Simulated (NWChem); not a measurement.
# SnH3 (SMILES [SnH3]): levels of theory compared

We compute a comparison of 6 runs (UHF/STO-3G, UHF/3-21G, UHF/def2-TZVP, UPBE0/def2-SVP, UB3LYP/def2-SVPD, UCCSD(T)/def2-SVP) of SnH3. 

The results are computed with NWChem 7.3.0.

### Step 1. The system as given

SnH3 has 4 atoms, charge 0, and is taken as a doublet. SMILES: `[SnH3]`. Geometry: relaxed at PBE0-D4/def2-TZVP.

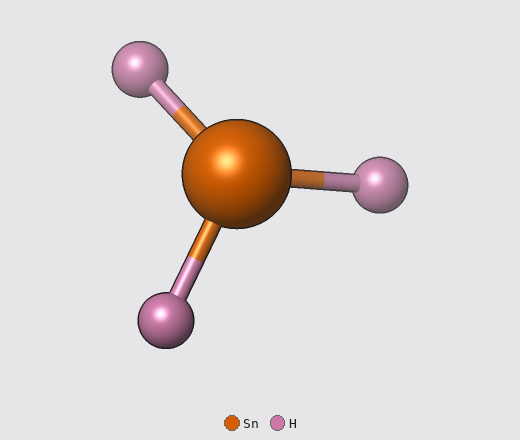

The structure, seen from a chosen angle (tin orange, hydrogen pink).

### Step 2. Energy and forces at UHF/STO-3G (run 1)

mymol.xyz

```xyz
4

Sn     0.280200    -0.211600    -0.271700
H      1.055200     0.011000     1.241700
H     -1.125000    -1.172200    -0.064000
H     -0.154900     1.312500    -0.926300
```

mymol.nw

```
start mymol
memory stack 880 mb heap 220 mb global 1100 mb
charge 0

geometry units angstrom noautosym nocenter noautoz
   load mymol.xyz
end

basis spherical bse
   * library STO-3G
end

scf
   nopen 1
   uhf
   thresh 1e-08
   maxiter 80
end

task scf gradient
```

Run with:

```bash
$ nwchem mymol.nw > mymol.out
```

The log of the run:

```text
[...]
  functions       =    30
[...]
  wavefunction    = UHF
[...]
         Total SCF energy =  -5964.989672733601
      One electron energy =  -8343.966688662718
      Two electron energy =   2332.121869706315
 Nuclear repulsion energy =     46.855146222803
                       Sz =      0.5000
                 Sz(Sz+1) =      0.7500
                      S^2 =      0.7541
[...]
                         UHF ENERGY GRADIENTS
    atom               coordinates                        gradient
                 x          y          z           x          y          z
   1 Sn      0.529501  -0.399866  -0.513439    0.015019  -0.011096  -0.015034
   2 H       1.994039   0.020787   2.346473    0.014554   0.003012   0.025056
   3 H      -2.125942  -2.215137  -0.120942   -0.023179  -0.017465   0.002454
   4 H      -0.292719   2.480265  -1.750453   -0.006394   0.025550  -0.012476
[...]
```

Wall time 2.4 s (1 thread of Intel Xeon Platinum 8488C (Sapphire Rapids), shared host); peak memory 0.1 GiB.

### Step 3. Energy and gradient at UHF/3-21G (run 2)

struct.nw

```
start struct
title "H3Sn"
memory total 2200 mb

geometry units angstrom noautosym nocenter noautoz
Sn    0.280200   -0.211600   -0.271700
H     1.055200    0.011000    1.241700
H    -1.125000   -1.172200   -0.064000
H    -0.154900    1.312500   -0.926300
end

basis spherical bse
* library 3-21G
end

scf
nopen 1
uhf
thresh 1e-08
maxiter 80
end

task scf gradient
```

Run with:

```bash
$ nwchem struct.nw > struct.out
```

The log of the run:

```text
[...]
  functions       =    37
[...]
  wavefunction    = UHF
[...]
         Total SCF energy =  -5997.956931039015
      One electron energy =  -8368.311879918107
      Two electron energy =   2323.499802656288
 Nuclear repulsion energy =     46.855146222803
                       Sz =      0.5000
                 Sz(Sz+1) =      0.7500
                      S^2 =      0.7528
[...]
                         UHF ENERGY GRADIENTS
    atom               coordinates                        gradient
                 x          y          z           x          y          z
   1 Sn      0.529501  -0.399866  -0.513439   -0.003286   0.002409   0.003292
   2 H       1.994039   0.020787   2.346473   -0.003988  -0.000631  -0.006303
   3 H      -2.125942  -2.215137  -0.120942    0.005823   0.004695  -0.000431
   4 H      -0.292719   2.480265  -1.750453    0.001451  -0.006473   0.003442
[...]
```

Run time: 2.7 s. Hardware: 1 thread of Intel Xeon Platinum 8488C (Sapphire Rapids), shared host; peak memory 0.1 GiB.

### Step 4. Energy and forces at UHF/def2-TZVP (core potential) (run 3)

run.nw

```
start run
memory total 2200 mb

geometry noautosym nocenter noautoz
 Sn    0.280200   -0.211600   -0.271700
 H     1.055200    0.011000    1.241700
 H    -1.125000   -1.172200   -0.064000
 H    -0.154900    1.312500   -0.926300
end

basis spherical bse
 * library def2-TZVP
end

ecp bse
 Sn library def2-TZVP
end

scf
 doublet
 uhf
 thresh 1e-08
 maxiter 80
end

task scf gradient
```

Run with:

```bash
$ nwchem run.nw > run.out
```

The log of the run:

```text
[...]
  functions       =    68
[...]
  wavefunction    = UHF
[...]
         Total SCF energy =   -215.048061316805
      One electron energy =   -419.390405884947
      Two electron energy =    183.408944091044
 Nuclear repulsion energy =     20.933400477097
                       Sz =      0.5000
                 Sz(Sz+1) =      0.7500
                      S^2 =      0.7539
[...]
                         UHF ENERGY GRADIENTS
    atom               coordinates                        gradient
                 x          y          z           x          y          z
   1 Sn      0.529501  -0.399866  -0.513439    0.000660  -0.000502  -0.000659
   2 H       1.994039   0.020787   2.346473    0.000501   0.000137   0.000962
   3 H      -2.125942  -2.215137  -0.120942   -0.000887  -0.000615   0.000127
   4 H      -0.292719   2.480265  -1.750453   -0.000275   0.000980  -0.000429
[...]
```

Wall time 11 s (1 thread of Intel Xeon Platinum 8488C (Sapphire Rapids), shared host); peak memory 0.12 GiB.

Runs 4 to 5 aren't shown in full; the table further down has their settings and results.

### Step 5. A single-point energy at UCCSD(T)/def2-SVP (core potential) (run 6)

work.nw

```
echo
start work
title "H3Sn"
memory 2200 mb

geometry units angstroms noautosym nocenter noautoz
   Sn       0.280200      -0.211600      -0.271700
   H        1.055200       0.011000       1.241700
   H       -1.125000      -1.172200      -0.064000
   H       -0.154900       1.312500      -0.926300
end

basis "ao basis" spherical bse
   * library def2-SVP
end

ecp bse
   Sn library def2-SVP
end

scf
   doublet
   uhf
   thresh 1e-08
   maxiter 80
end

tce
   scf
   ccsd(t)
   freeze core 4
   maxiter 60
end

task tce energy
```

Run with:

```bash
$ nwchem work.nw > work.out
```

The log of the run:

```text
[...]
  functions       =    41
[...]
  wavefunction    = UHF
[...]
         Total SCF energy =   -215.038598433144
      One electron energy =   -419.326403677977
      Two electron energy =    183.354404767736
 Nuclear repulsion energy =     20.933400477097
                       Sz =      0.5000
                 Sz(Sz+1) =      0.7500
                      S^2 =      0.7531
[...]
         Wavefunction type : Unrestricted Hartree-Fock
          No. of electrons :    25
[...]
         Spin multiplicity : doublet
[...]
 CCSD total energy / hartree       =      -215.172476463518990
[...]
 CCSD[T] total energy / hartree       =      -215.175635769069714
[...]
 CCSD(T) total energy / hartree       =      -215.175515560407376
[...]
```

Run time: 10 s. Hardware: 1 thread of Intel Xeon Platinum 8488C (Sapphire Rapids), shared host; peak memory 0.19 GiB.

### Step 6. All runs side by side

```tsv
run	level	core potential	iteration cap	energy (Eh)	dipole moment (D)	HOMO energy (eV)	LUMO energy (eV)	wall time
1	UHF/STO-3G	–	80	-5964.989673	0.99	-5.65	5.23	2.4 s
2	UHF/3-21G	–	80	-5997.956931	0.74	-8.35	0.43	2.7 s
3	UHF/def2-TZVP (core potential)	def2-TZVP	80	-215.048061	0.39	-8.62	0.34	11 s
4	UPBE0/def2-SVP (core potential)	def2-SVP	100	-216.031981	0.25	-6.09	-2.99	15 s
5	UB3LYP/def2-SVPD (core potential)	def2-SVPD	100	-216.109592	0.35	-5.88	-3.44	18 s
6	UCCSD(T)/def2-SVP (core potential)	def2-SVP	80	-215.175516	–	-8.56	0.50	10 s
```

### Step 7. Outcome

| quantity | value |
| --- | --- |
| run 6: total energy | -215.17552 Eh |
| run 6: HOMO energy (Hartree–Fock orbitals) (highest over α and β) | -8.56 eV |
| run 6: LUMO energy (Hartree–Fock orbitals) (lowest over α and β) | 0.50 eV |
| run 6: correlation energy (4 core orbitals frozen) | -136.9 mEh |
| run 6: (T) correction | -3.04 mEh |
| run 6: ⟨S²⟩ of the reference determinant | 0.753 |

What this shows: Over runs 1, 2, 3, 4, 5 the dipole moment (its size) runs from 0.25 D (UPBE0/def2-SVP) to 0.99 D (UHF/STO-3G). The two ends differ in method and basis and core potential. Totals of different functionals can't be ranked against each other. Some runs of one species differ in core potentials or relativity; totals across that change don't compare. In run 1 the basis is minimal, so the values are rough. In runs 1, 2 relativity is left out where basis or elements ask for it. All runs together took 60 s, the longest 18 s.
